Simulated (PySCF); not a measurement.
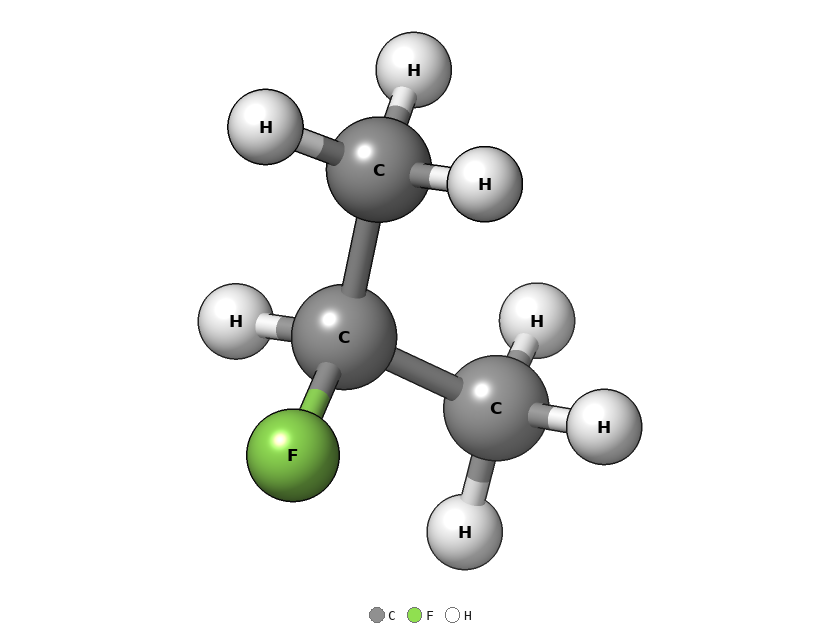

Ball-and-stick drawing of a structure. Every bond is drawn as one stick, whatever its order.

The computed structure is the end point of a PBE0-D3(BJ)/def2-SVP optimisation. No frequency run is at hand to confirm it as a minimum.

**Count the atoms of each element.**

C3H7F, 11 atoms: 3 carbon, 7 hydrogen and 1 fluorine.

**Give the symmetry (Schoenflies symbol).**

Cs.

More results for the same structure follow; atom numbers are the same in all pictures, views and colours differ.

## Geometry

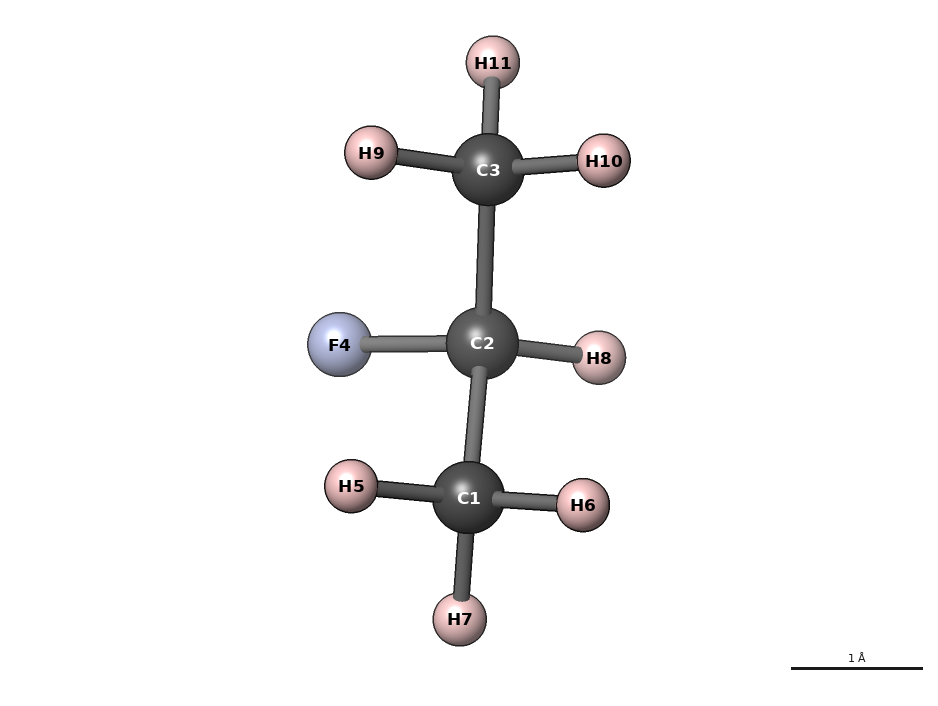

Atoms carry their numbers in the input. No frequency run is at hand to confirm it as a minimum.

What are the angles C1–C2–C3, C1–C2–F4, C1–C2–H8, F4–C2–H8, C2–C1–H5, C2–C1–H6, C2–C1–H7?

```tsv
angle	degrees
C1–C2–C3	113.8
C1–C2–F4	108.5
C1–C2–H8	109.6
F4–C2–H8	106.6
C2–C1–H5	110.3
C2–C1–H6	110.8
C2–C1–H7	110.5
```

## Polarisability

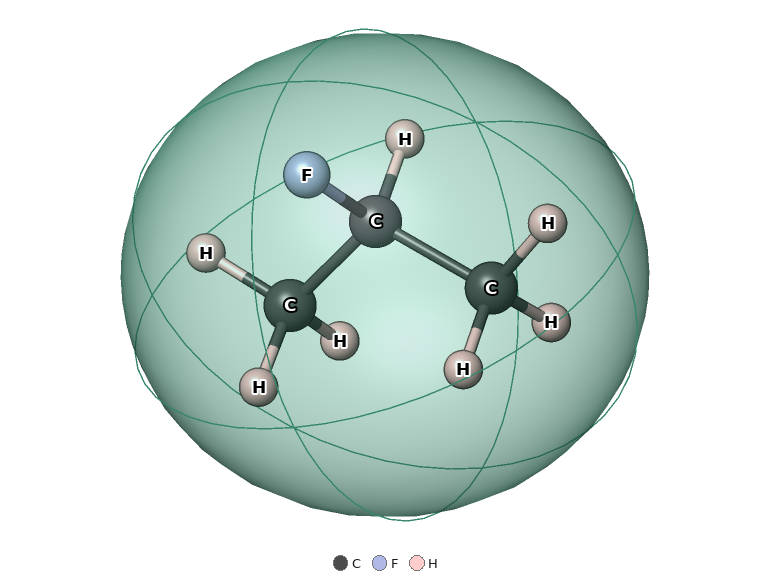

The ellipsoid shows the static dipole polarisability: its half-axes are proportional to the principal values. No frequency run is at hand to confirm it as a minimum. Computed with LDA/def2-SVPD (PySCF 2.14.0).

**How large and how anisotropic is the polarisability?**

Principal values 40.4, 42.0, 46.5 bohr³; mean 42.9 bohr³ (6.36 Å³); anisotropy 5.5 bohr³, so the longest axis is 1.15 times the shortest.

## NMR shielding

The questions are on isotropic NMR shieldings of the C atoms. No frequency run is at hand to confirm it as a minimum. Level of theory: GIAO PBE0/pcSseg-0 NMR shielding, non-relativistic, gas phase (PySCF 2.14.0).

Give the isotropic NMR shieldings of the C atoms atom by atom.

```tsv
atom	σ (ppm)
C1	166.4
C2	106.4
C3	166.4
```

## Charges

The questions are on Hirshfeld charges. No frequency run is at hand to confirm it as a minimum. Properties computed with PBE0/aug-cc-pVDZ, gas phase (PySCF 2.14.0).

**Which atom carries the highest charge (most positive or least negative)?**

C2 (0.06 e).

**And the lowest?**

C1, C3, F4 (−0.13 e).

Give the Hirshfeld charges atom by atom.

```json
{"atom": "C1", "value (e)": "−0.13"}
{"atom": "C2", "value (e)": "0.06"}
{"atom": "C3", "value (e)": "−0.13"}
{"atom": "F4", "value (e)": "−0.13"}
{"atom": "H5", "value (e)": "0.05"}
{"atom": "H6", "value (e)": "0.05"}
{"atom": "H7", "value (e)": "0.05"}
{"atom": "H8", "value (e)": "0.04"}
{"atom": "H9", "value (e)": "0.05"}
{"atom": "H10", "value (e)": "0.05"}
{"atom": "H11", "value (e)": "0.05"}
```

## Excitation

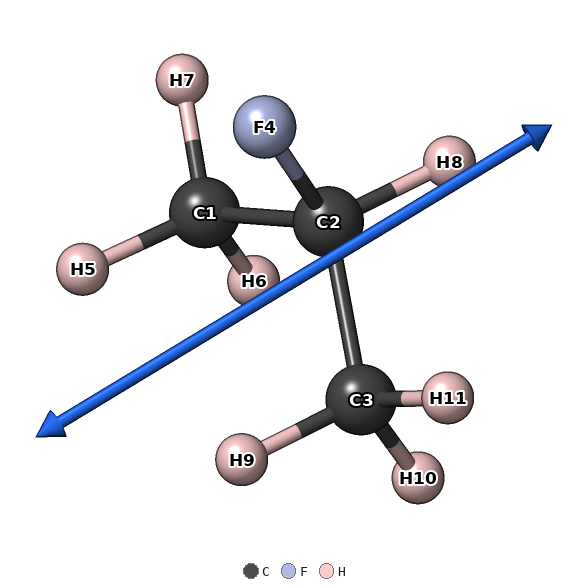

The double arrow shows the direction of the transition dipole to excited singlet state 4 (its length means nothing). No frequency run is at hand to confirm it as a minimum. Level of theory: TDDFT PBE/def2-SVPD, vertical, gas phase, core orbitals frozen in the response (PySCF 2.14.0).

**Give its energy, strength and character.**

8.69 eV (143 nm), oscillator strength 0.10, mainly HOMO → LUMO+2 (weight 0.98); transition dipole 1.77 D.
